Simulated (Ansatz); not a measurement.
# AlF2H2N: two geometries relaxed

Are the two ends of the inversion of the pyramid at N1 separate minima, and which lies lower? Each is relaxed from a guess. SMILES of the start: [NH2][Al]([F])[F].

Method: RHF/def2-SVP, in Ansatz 0.2.0.

### Step 1. The system as given

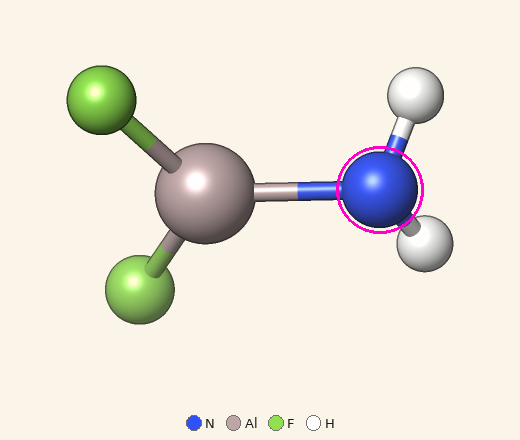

Start, viewed from a free direction; nitrogen blue, aluminium light grey, fluorine green, hydrogen white. Ringed: N1.

Structure file:

```xyz
6

N    -0.6694    0.8768   -0.0189
Al    0.2072   -0.7432    0.1300
F     1.6617   -0.8461    1.1323
F    -0.3206   -2.1871   -0.7399
H    -0.1661    1.6219    0.4885
H    -0.6708    1.2136   -1.0382
```

### Step 2. End point A

Contents of input.yaml:

```yaml
crystal:
  periodic: [false, false, false]
  atoms:
    - { symbol: "N", position_ang: [-0.6694, 0.8768, -0.0189] }
    - { symbol: Al, position_ang: [0.2072, -0.7432, 0.13] }
    - { symbol: F, position_ang: [1.6617, -0.8461, 1.1323] }
    - { symbol: F, position_ang: [-0.3206, -2.1871, -0.7399] }
    - { symbol: H, position_ang: [-0.1661, 1.6219, 0.4885] }
    - { symbol: H, position_ang: [-0.6708, 1.2136, -1.0382] }
basis:
  gaussian: { orbitals: def2-SVP }
hamiltonian:
  xc: hf
relax:
  f_tol: 0.015
  max_steps: 40
```

On the command line:

```bash
> ansatz run input.yaml --threads 1 --pin off --max-ram 2048MiB --backend cpu --events-out ev --progress --plain --runs-dir out
```

What it wrote:

```text
Warning: RAYON_NUM_THREADS=1 ignored (pool sized by the plan → 1); use --threads N
The last accepted step is kept in <dir> (removed where the run ends without a failure and the disk answers)
Engine: ansatz 0.2.0, x86_64-unknown-linux-gnu
Functional definition: HF
  exchange = exact_x
  correlation = 0
706 factors; integrals over basis functions are off by at most 3.6e-4 eV
mean field evaluation 1: about -13500.8329 eV, gradient 4.5e1 eV
mean field evaluation 2: about -13500.8639 eV, gradient 4.6e1 eV
mean field evaluation 4: about -13504.6936 eV, gradient 2.0e0 eV
mean field evaluation 8: about -13504.7236 eV, gradient 2.4e-1 eV
mean field -13504.72397681 eV, -496.2894523170 hartree, gradient 1.8e-5 eV, S^2 0.000000; 0 other end points of the search recorded, 0 dependent functions left out
the calculation of the forces begins
reference -13504.72397681 eV, -496.2894523170 hartree; 20, 20 occupied and 50, 50 virtual orbitals, 706 factors
relax step   1: F+E_penalty+E_count = -13504.72397681 eV  Δ(F+E_penalty+E_count) = +0.000e0 eV  max|allowed force component| = 2.735e0 eV/Å  Δτ_max = 0.0000 Å  (35 SCF iters, accepted)
these checks for a lower state are left out or cut short: starts, cluster_reference, orbital_swaps, neighbouring_geometries, increment
706 factors; integrals over basis functions are off by at most 3.4e-4 eV
mean field evaluation 16: about -13505.1817 eV, gradient 6.3e-1 eV
mean field -13505.18306476 eV, -496.3063234882 hartree, gradient 6.9e-5 eV, S^2 0.000000; 0 other end points of the search recorded, 0 dependent functions left out
the calculation of the forces begins
reference -13505.18306476 eV, -496.3063234882 hartree; 20, 20 occupied and 50, 50 virtual orbitals, 706 factors
relax step   2: F+E_penalty+E_count = -13505.18306476 eV  Δ(F+E_penalty+E_count) = -4.591e-1 eV  max|allowed force component| = 2.252e0 eV/Å  Δτ_max = 0.1945 Å  (32 SCF iters, accepted)
these checks for a lower state are left out or cut short: starts, cluster_reference, orbital_swaps, neighbouring_geometries, increment
706 factors; integrals over basis functions are off by at most 2.8e-4 eV
mean field -13505.35795062 eV, -496.3127504249 hartree, gradient 6.6e-5 eV, S^2 0.000000; 0 other end points of the search recorded, 0 dependent functions left out
the calculation of the forces begins
reference -13505.35795062 eV, -496.3127504249 hartree; 20, 20 occupied and 50, 50 virtual orbitals, 706 factors
relax step   3: F+E_penalty+E_count = -13505.35795062 eV  Δ(F+E_penalty+E_count) = -1.749e-1 eV  max|allowed force component| = 3.125e0 eV/Å  Δτ_max = 0.1685 Å  (31 SCF iters, accepted)
these checks for a lower state are left out or cut short: starts, cluster_reference, orbital_swaps, neighbouring_geometries, increment
706 factors; integrals over basis functions are off by at most 2.8e-4 eV
mean field evaluation 32: about -13505.6527 eV, gradient 5.3e-3 eV
mean field -13505.65267355 eV, -496.3235812929 hartree, gradient 5.9e-5 eV, S^2 0.000000; 0 other end points of the search recorded, 0 dependent functions left out
the calculation of the forces begins
reference -13505.65267355 eV, -496.3235812929 hartree; 20, 20 occupied and 50, 50 virtual orbitals, 706 factors
relax step   4: F+E_penalty+E_count = -13505.65267355 eV  Δ(F+E_penalty+E_count) = -2.947e-1 eV  max|allowed force component| = 4.328e-1 eV/Å  Δτ_max = 0.1773 Å  (30 SCF iters, accepted)
these checks for a lower state are left out or cut short: starts, cluster_reference, orbital_swaps, neighbouring_geometries, increment
706 factors; integrals over basis functions are off by at most 2.8e-4 eV
mean field -13505.65443231 eV, -496.3236459262 hartree, gradient 6.4e-5 eV, S^2 0.000000; 0 other end points of the search recorded, 0 dependent functions left out
the calculation of the forces begins
reference -13505.65443231 eV, -496.3236459262 hartree; 20, 20 occupied and 50, 50 virtual orbitals, 706 factors
relax step   5: F+E_penalty+E_count = -13505.65443231 eV  Δ(F+E_penalty+E_count) = -1.759e-3 eV  max|allowed force component| = 2.233e-1 eV/Å  Δτ_max = 0.0825 Å  (31 SCF iters, accepted)
these checks for a lower state are left out or cut short: starts, cluster_reference, orbital_swaps, neighbouring_geometries, increment
706 factors; integrals over basis functions are off by at most 2.8e-4 eV
mean field -13505.66292301 eV, -496.3239579536 hartree, gradient 6.5e-5 eV, S^2 0.000000; 0 other end points of the search recorded, 0 dependent functions left out
the calculation of the forces begins
reference -13505.66292301 eV, -496.3239579536 hartree; 20, 20 occupied and 50, 50 virtual orbitals, 706 factors
relax step   6: F+E_penalty+E_count = -13505.66292301 eV  Δ(F+E_penalty+E_count) = -8.491e-3 eV  max|allowed force component| = 3.761e-2 eV/Å  Δτ_max = 0.0668 Å  (31 SCF iters, accepted)
these checks for a lower state are left out or cut short: starts, cluster_reference, orbital_swaps, neighbouring_geometries, increment
706 factors; integrals over basis functions are off by at most 2.8e-4 eV
mean field -13505.66305186 eV, -496.3239626886 hartree, gradient 1.2e-5 eV, S^2 0.000000; 0 other end points of the search recorded, 0 dependent functions left out
the calculation of the forces begins
reference -13505.66305186 eV, -496.3239626886 hartree; 20, 20 occupied and 50, 50 virtual orbitals, 706 factors
relax step   7: F+E_penalty+E_count = -13505.66305186 eV  Δ(F+E_penalty+E_count) = -1.288e-4 eV  max|allowed force component| = 9.062e-3 eV/Å  Δτ_max = 0.0133 Å  (24 SCF iters, accepted)
706 factors; integrals over basis functions are off by at most 2.8e-4 eV
mean field evaluation 64: about -13505.6629 eV, gradient 2.2e-1 eV
mean field -13505.66305186 eV, -496.3239626886 hartree, gradient 1.2e-5 eV, S^2 0.000000; 1 other end points of the search recorded, 0 dependent functions left out
the calculation of the forces begins
reference -13505.66305186 eV, -496.3239626886 hartree; 20, 20 occupied and 50, 50 virtual orbitals, 706 factors
Total energy: -13505.66305186 eV, -496.3239626886 hartree
Atom 0 at    -0.355614     0.870262    -0.155308 Å, force    -0.003029    -0.009062    -0.005975 eV/Å
Atom 1 at     0.300199    -0.723629     0.111583 Å, force     0.000967     0.002359     0.001824 eV/Å
Atom 2 at     1.448893    -0.987077     1.254196 Å, force     0.001220    -0.000081    -0.000919 eV/Å
Atom 3 at    -0.209537    -2.010867    -0.770330 Å, force    -0.001811     0.003127     0.001049 eV/Å
Atom 4 at    -0.082345     1.693397     0.345563 Å, force    -0.000852     0.002261     0.003512 eV/Å
Atom 5 at    -1.059596     1.093814    -0.831903 Å, force     0.003504     0.001395     0.000508 eV/Å
Dipole moment:    -0.220795     0.535219    -0.090392 e Å
```

Run time: 42 s. Hardware: 1 thread of Intel Xeon at 2.50GHz (Skylake/Cascade Lake), shared host; peak memory 0.13 GiB.

The steps of the relaxation:

```tsv
step	energy from step 1 (eV)	largest force component (eV/Å)
1	0.0000	2.7350
2	-0.4591	2.2523
3	-0.6340	3.1248
4	-0.9287	0.4328
5	-0.9305	0.2233
6	-0.9389	0.0376
7	-0.9391	0.0091
```

Step 1 is the start.

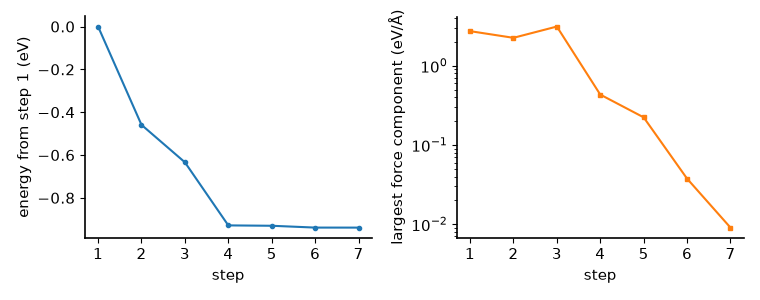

How energy and force went from step to step.

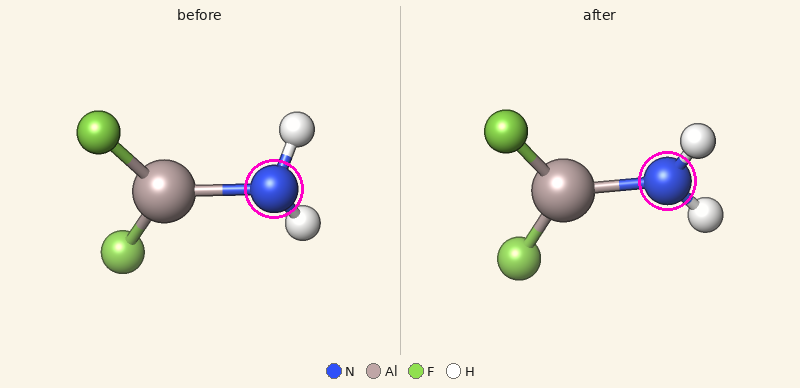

The structure before (left) and after (right), drawn at the same scale.

After: Bond lengths: N1–Al2 1.744 Å, Al2–F3 1.641 Å, Al2–F4 1.642 Å, N1–H5 1.002 Å, N1–H6 1.002 Å. Angles: N1–Al2–F3 121.1°, N1–Al2–F4 121.2°, F3–Al2–F4 117.7°, Al2–N1–H5 124.9°, Al2–N1–H6 124.9°, H5–N1–H6 110.3°.

### Step 3. Relaxing end B

The second end starts from a geometry with the move made by hand.

Changes to input.yaml since step 2:

```diff
@@ -7,4 +7,4 @@
     - { symbol: F, position_ang: [-0.3206, -2.1871, -0.7399] }
-    - { symbol: H, position_ang: [-0.1661, 1.6219, 0.4885] }
-    - { symbol: H, position_ang: [-0.6708, 1.2136, -1.0382] }
+    - { symbol: H, position_ang: [-0.96081, 1.23028, 0.90634] }
+    - { symbol: H, position_ang: [-1.59294, 0.75918, -0.55336] }
 basis:
```

On the command line:

```bash
> ansatz run input.yaml --threads 1 --pin off --max-ram 2048MiB --backend cpu --events-out ev --progress --plain --runs-dir out
```

What it wrote:

```text
Warning: RAYON_NUM_THREADS=1 ignored (pool sized by the plan → 1); use --threads N
The last accepted step is kept in <dir> (removed where the run ends without a failure and the disk answers)
Engine: ansatz 0.2.0, x86_64-unknown-linux-gnu
Functional definition: HF
  exchange = exact_x
  correlation = 0
706 factors; integrals over basis functions are off by at most 3.4e-4 eV
mean field evaluation 1: about -13500.8399 eV, gradient 4.5e1 eV
mean field evaluation 2: about -13500.8708 eV, gradient 4.6e1 eV
mean field evaluation 4: about -13504.7062 eV, gradient 2.0e0 eV
mean field evaluation 8: about -13504.7358 eV, gradient 2.3e-1 eV
mean field -13504.73610943 eV, -496.2898981827 hartree, gradient 1.9e-5 eV, S^2 0.000000; 0 other end points of the search recorded, 0 dependent functions left out
the calculation of the forces begins
reference -13504.73610943 eV, -496.2898981827 hartree; 20, 20 occupied and 50, 50 virtual orbitals, 706 factors
relax step   1: F+E_penalty+E_count = -13504.73610943 eV  Δ(F+E_penalty+E_count) = +0.000e0 eV  max|allowed force component| = 2.768e0 eV/Å  Δτ_max = 0.0000 Å  (34 SCF iters, accepted)
these checks for a lower state are left out or cut short: starts, cluster_reference, orbital_swaps, neighbouring_geometries, increment
706 factors; integrals over basis functions are off by at most 3.2e-4 eV
mean field evaluation 16: about -13505.3185 eV, gradient 1.1e-3 eV
mean field -13505.31855041 eV, -496.3113024938 hartree, gradient 7.0e-5 eV, S^2 0.000000; 0 other end points of the search recorded, 0 dependent functions left out
the calculation of the forces begins
reference -13505.31855041 eV, -496.3113024938 hartree; 20, 20 occupied and 50, 50 virtual orbitals, 706 factors
relax step   2: F+E_penalty+E_count = -13505.31855041 eV  Δ(F+E_penalty+E_count) = -5.824e-1 eV  max|allowed force component| = 1.524e0 eV/Å  Δτ_max = 0.1340 Å  (31 SCF iters, accepted)
these checks for a lower state are left out or cut short: starts, cluster_reference, orbital_swaps, neighbouring_geometries, increment
706 factors; integrals over basis functions are off by at most 3.5e-4 eV
mean field -13505.60027013 eV, -496.3216555027 hartree, gradient 6.5e-5 eV, S^2 0.000000; 0 other end points of the search recorded, 0 dependent functions left out
the calculation of the forces begins
reference -13505.60027013 eV, -496.3216555027 hartree; 20, 20 occupied and 50, 50 virtual orbitals, 706 factors
relax step   3: F+E_penalty+E_count = -13505.60027013 eV  Δ(F+E_penalty+E_count) = -2.817e-1 eV  max|allowed force component| = 4.700e-1 eV/Å  Δτ_max = 0.2000 Å  (30 SCF iters, accepted)
these checks for a lower state are left out or cut short: starts, cluster_reference, orbital_swaps, neighbouring_geometries, increment
706 factors; integrals over basis functions are off by at most 3.4e-4 eV
mean field evaluation 32: about -13505.6584 eV, gradient 2.7e-5 eV
mean field -13505.65836245 eV, -496.3237903559 hartree, gradient 6.6e-5 eV, S^2 0.000000; 0 other end points of the search recorded, 0 dependent functions left out
the calculation of the forces begins
reference -13505.65836245 eV, -496.3237903559 hartree; 20, 20 occupied and 50, 50 virtual orbitals, 706 factors
relax step   4: F+E_penalty+E_count = -13505.65836245 eV  Δ(F+E_penalty+E_count) = -5.809e-2 eV  max|allowed force component| = 2.580e-1 eV/Å  Δτ_max = 0.1604 Å  (30 SCF iters, accepted)
these checks for a lower state are left out or cut short: starts, cluster_reference, orbital_swaps, neighbouring_geometries, increment
706 factors; integrals over basis functions are off by at most 3.5e-4 eV
mean field -13505.66299788 eV, -496.3239607050 hartree, gradient 6.5e-5 eV, S^2 0.000000; 0 other end points of the search recorded, 0 dependent functions left out
the calculation of the forces begins
reference -13505.66299788 eV, -496.3239607050 hartree; 20, 20 occupied and 50, 50 virtual orbitals, 706 factors
relax step   5: F+E_penalty+E_count = -13505.66299788 eV  Δ(F+E_penalty+E_count) = -4.635e-3 eV  max|allowed force component| = 4.014e-2 eV/Å  Δτ_max = 0.0399 Å  (31 SCF iters, accepted)
these checks for a lower state are left out or cut short: starts, cluster_reference, orbital_swaps, neighbouring_geometries, increment
706 factors; integrals over basis functions are off by at most 3.5e-4 eV
mean field -13505.66303463 eV, -496.3239620556 hartree, gradient 2.6e-5 eV, S^2 0.000000; 0 other end points of the search recorded, 0 dependent functions left out
the calculation of the forces begins
reference -13505.66303463 eV, -496.3239620556 hartree; 20, 20 occupied and 50, 50 virtual orbitals, 706 factors
relax step   6: F+E_penalty+E_count = -13505.66303463 eV  Δ(F+E_penalty+E_count) = -3.675e-5 eV  max|allowed force component| = 9.558e-3 eV/Å  Δτ_max = 0.0082 Å  (25 SCF iters, accepted)
706 factors; integrals over basis functions are off by at most 3.5e-4 eV
mean field -13505.66303463 eV, -496.3239620556 hartree, gradient 2.6e-5 eV, S^2 0.000000; 1 other end points of the search recorded, 0 dependent functions left out
the calculation of the forces begins
reference -13505.66303463 eV, -496.3239620556 hartree; 20, 20 occupied and 50, 50 virtual orbitals, 706 factors
Total energy: -13505.66303463 eV, -496.3239620556 hartree
Atom 0 at    -0.843806     0.629242     0.134238 Å, force    -0.002518    -0.001665    -0.005355 eV/Å
Atom 1 at     0.177969    -0.783558     0.149011 Å, force     0.001106    -0.005624     0.004817 eV/Å
Atom 2 at     1.490821    -0.870010     1.130339 Å, force     0.003470    -0.000937     0.002814 eV/Å
Atom 3 at    -0.141483    -2.072450    -0.815722 Å, force     0.000799    -0.001515    -0.005576 eV/Å
Atom 4 at    -0.705683     1.441477     0.703523 Å, force     0.002051     0.009558     0.001915 eV/Å
Atom 5 at    -1.652667     0.745159    -0.444910 Å, force    -0.004907     0.000184     0.001384 eV/Å
Dipole moment:    -0.342643     0.475048    -0.006361 e Å
```

It took 33 s on 1 thread of Intel Xeon at 2.50GHz (Skylake/Cascade Lake), shared host; peak memory 0.13 GiB.

Relaxation path:

```tsv
step	energy from step 1 (eV)	largest force component (eV/Å)
1	0.0000	2.7676
2	-0.5824	1.5241
3	-0.8642	0.4700
4	-0.9223	0.2580
5	-0.9269	0.0401
6	-0.9269	0.0096
```

Step 1 is the start.

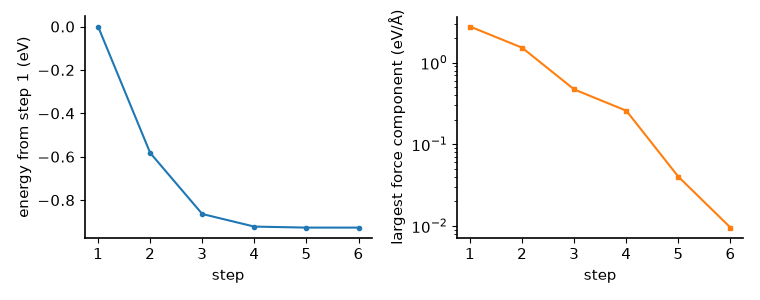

Energy and largest force along the relaxation.

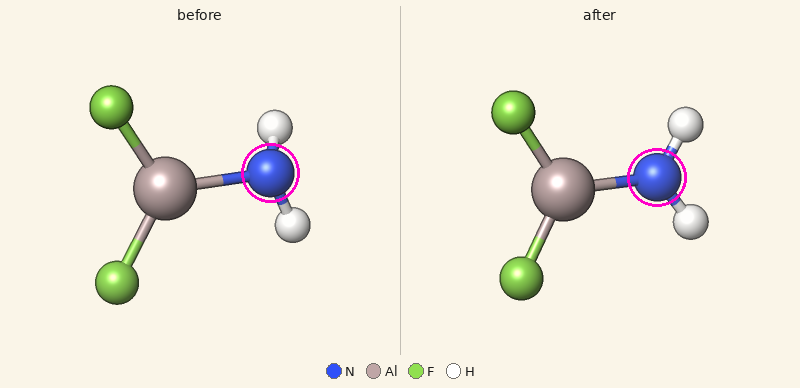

The structure before (left) and after (right), drawn at the same scale.

After: Bond lengths: N1–Al2 1.744 Å, Al2–F3 1.641 Å, Al2–F4 1.641 Å, N1–H5 1.001 Å, N1–H6 1.002 Å. Angles: N1–Al2–F3 121.1°, N1–Al2–F4 121.1°, F3–Al2–F4 117.8°, Al2–N1–H5 124.9°, Al2–N1–H6 124.9°, H5–N1–H6 110.3°.

### Step 4. Results

| quantity | value |
| --- | --- |
| end A | 6 moves, 0.939 eV lower |
| end B | 5 moves, 0.927 eV lower |
| largest difference between the ends | 0.01 Å |
| end B relative to end A | +0.000 eV |

**Reading.** Both starts fell into the same minimum (no atom differs by more than 0.01 Å), so from this start no second minimum was found and no band was run; another arrangement could still be one.
